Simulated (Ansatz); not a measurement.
Al$_{2}$O$_{3}$ (corundum)

```
CELL_PARAMETERS angstrom
      2.38658     1.37789     4.33779
     -2.38658     1.37789     4.33779
      0.00000    -2.75579     4.33779
ATOMIC_POSITIONS crystal
  Al 0.35203 0.35203 0.35203
  Al 0.14797 0.14797 0.14797
  Al 0.64797 0.64797 0.64797
  Al 0.85203 0.85203 0.85203
  O  0.55585 0.94415 0.25000
  O  0.25000 0.55585 0.94415
  O  0.94415 0.25000 0.55585
  O  0.44415 0.05585 0.75000
  O  0.75000 0.44415 0.05585
  O  0.05585 0.75000 0.44415
```

Equation-of-state scan: isotropic scaling of the cell above, V₀ being its volume. The atoms relax within the cell's symmetry.

The numbers are results of PBEsol (plane waves to 420 eV, PAW, scalar-relativistic; Ansatz, a first-principles code), not measurements. k mesh 8×8×8 (Γ-centred), Fermi-Dirac smearing 0.05 eV. E stands for the smeared free energy. With the shape held, the modulus is that of even scaling; a crystal free to change shape is softer. Al2O3 was relaxed with its symmetry unable to fall. The PAW data are Ansatz's earlier set. The zero of ΔE is the relaxed starting cell.

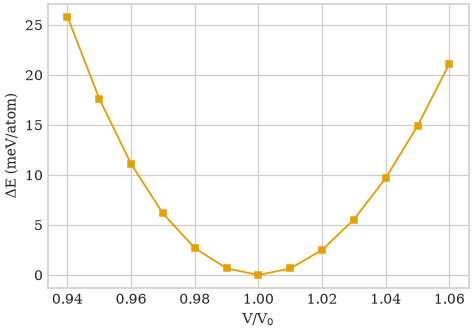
Figure. ΔE (meV/atom) against V/V₀; computed points joined by lines.

Question: What bulk modulus at fixed cell shape B₀ follows from a third-order Birch-Murnaghan fit?

Answer: About 240 GPa.

Question: What is ΔE at V/V₀ = 0.940?

Answer: About 26 meV/atom.

Question: What is ΔE at V/V₀ = 1.060?

Answer: About 21 meV/atom.

(Under strain, the slope of the energy per volume gives the stress and its curvature an elastic modulus.)
